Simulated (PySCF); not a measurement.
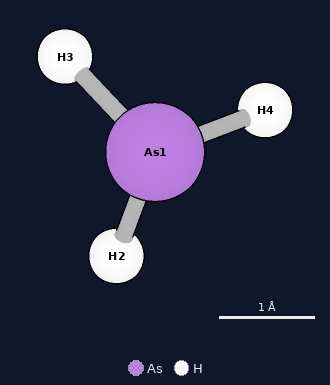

Fig. 1: The structure (ball-and-stick view, seen on its broad side; atoms are numbered from 1 in the order of the input). Bond lengths as drawn: As–H 1.53 Å.

# Two runs on AsH3

System: AsH3.
Method of run 1: GIAO PBE0/pcSseg-2 NMR shielding, non-relativistic, gas phase (PySCF 2.14.0).

The geometry comes from this level: PBE0-D3(BJ)/def2-SVP. Text and figures count atoms from 1; the logs count them from 0 in places.

### Input, run 1
```
{"job": {"kind": "nmr", "xc": "PBE0", "basis": "pcSseg-2", "pop": false}, "charge": 0, "multiplicity": 1}
As     0.010451    -0.010415     0.625258
H     -0.754189    -1.008518    -0.237795
H     -0.497253     1.170038    -0.196088
H      1.261461    -0.141555    -0.237085
```

The first line tells a small driver script what to run in PySCF; the rest is the geometry in Å.

Hardware: 1 CPU thread, shared host.

### Output (run 1)
```
coarse grid: 4312 points
cycle   1  E = -2237.4042298036  dE = -1.020e+00  |g| = 8.533e-01  |ddm| = 1.337e+00
cycle   2  E = -2237.4041001524  dE =  1.297e-04  |g| = 6.978e-01  |ddm| = 2.472e-01
cycle   3  E = -2237.4229606105  dE = -1.886e-02  |g| = 1.082e-01  |ddm| = 1.481e-01
cycle   4  E = -2237.4236435753  dE = -6.830e-04  |g| = 1.607e-02  |ddm| = 5.109e-02
cycle   5  E = -2237.4237075677  dE = -6.399e-05  |g| = 1.246e-03  |ddm| = 1.578e-02
cycle   6  E = -2237.4237080711  dE = -5.033e-07  |g| = 2.475e-04  |ddm| = 1.203e-03
final grid: 29192 points
cycle   7  E = -2237.4281973987  dE = -4.879e-06  |g| = 1.505e-03  |ddm| = 1.030e-02
cycle   8  E = -2237.4281973751  dE =  2.358e-08  |g| = 1.766e-03  |ddm| = 1.224e-03
cycle   9  E = -2237.4281975682  dE = -1.931e-07  |g| = 8.081e-05  |ddm| = 5.836e-04
cycle  10  E = -2237.4281975688  dE = -6.808e-10  |g| = 2.632e-05  |ddm| = 8.011e-05
converged SCF energy = -2237.4281975688

GIAO shielding tensors (ppm)
atom      isotropic    diamagn.    paramagn.     s11        s22        s33       span
  0 As    1914.845    2875.881    -961.036   1829.620   1957.417   1957.496    127.876
  1 H       28.899      28.790       0.109     22.436     23.497     40.765     18.329
  2 H       28.899      28.788       0.111     22.435     23.497     40.764     18.329
  3 H       28.899      28.786       0.113     22.435     23.497     40.764     18.329
```

The input of run 2 differs as follows (lines with − go, lines with + come):
```diff
-"xc": "PBE0"
+"xc": "mPW1PW91"
```

What does this change do to the results?

The total energies belong to different methods, so their difference says nothing on which is more stable or more accurate. Of all shieldings, the largest change is that of As1, by −13.0 ppm. The functional changes from PBE0 to mPW1PW91. The number of SCF iterations is the same.

### Output (run 2)
```
coarse grid: 4312 points
cycle   1  E = -2237.8634026847  dE = -1.018e+00  |g| = 8.402e-01  |ddm| = 1.337e+00
cycle   2  E = -2237.8634134145  dE = -1.073e-05  |g| = 6.842e-01  |ddm| = 2.435e-01
cycle   3  E = -2237.8814633713  dE = -1.805e-02  |g| = 1.080e-01  |ddm| = 1.448e-01
cycle   4  E = -2237.8821381897  dE = -6.748e-04  |g| = 1.597e-02  |ddm| = 5.038e-02
cycle   5  E = -2237.8822009345  dE = -6.274e-05  |g| = 1.260e-03  |ddm| = 1.552e-02
cycle   6  E = -2237.8822014517  dE = -5.172e-07  |g| = 2.523e-04  |ddm| = 1.245e-03
final grid: 29192 points
cycle   7  E = -2237.8857633723  dE = -4.846e-06  |g| = 2.041e-03  |ddm| = 1.001e-02
cycle   8  E = -2237.8857633072  dE =  6.507e-08  |g| = 2.359e-03  |ddm| = 1.341e-03
cycle   9  E = -2237.8857636134  dE = -3.062e-07  |g| = 8.655e-05  |ddm| = 6.894e-04
cycle  10  E = -2237.8857636141  dE = -6.471e-10  |g| = 2.231e-05  |ddm| = 5.996e-05
converged SCF energy = -2237.8857636141

GIAO shielding tensors (ppm)
atom      isotropic    diamagn.    paramagn.     s11        s22        s33       span
  0 As    1901.893    2876.237    -974.344   1818.521   1943.538   1943.619    125.099
  1 H       28.940      28.837       0.103     22.497     23.566     40.757     18.260
  2 H       28.940      28.835       0.105     22.497     23.566     40.756     18.259
  3 H       28.940      28.833       0.107     22.497     23.566     40.757     18.260
```

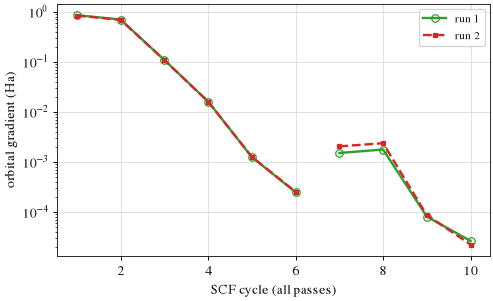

Fig. 2: Convergence of the two runs: orbital gradient against the SCF cycle. A break in a curve parts two SCF passes (coarse and final grid). Run 1 takes 10 cycles in all, and run 2 takes 10.

### The two runs side by side

| quantity | run 1 | run 2 |
| --- | --- | --- |
| outcome | converged | converged |
| total energy (hartree) | −2237.428198 | −2237.885764 |
| HOMO (eV) | −7.85 | −7.88 |
| LUMO (eV) | 0.47 | 0.46 |
| dipole moment (D) | 0.36 | 0.34 |
| shielding of As1 (ppm) | 1914.8 | 1901.9 |
| shielding of H2 (ppm) | 28.9 | 28.9 |
| shielding of H3 (ppm) | 28.9 | 28.9 |
| shielding of H4 (ppm) | 28.9 | 28.9 |
| SCF iterations | 10 | 10 |
| basis functions | 105 | 105 |
| wall time (shared host) | 2.5 s | 3.4 s |

For both runs: Spin–orbit coupling is left out, which matters for the heavy atoms.
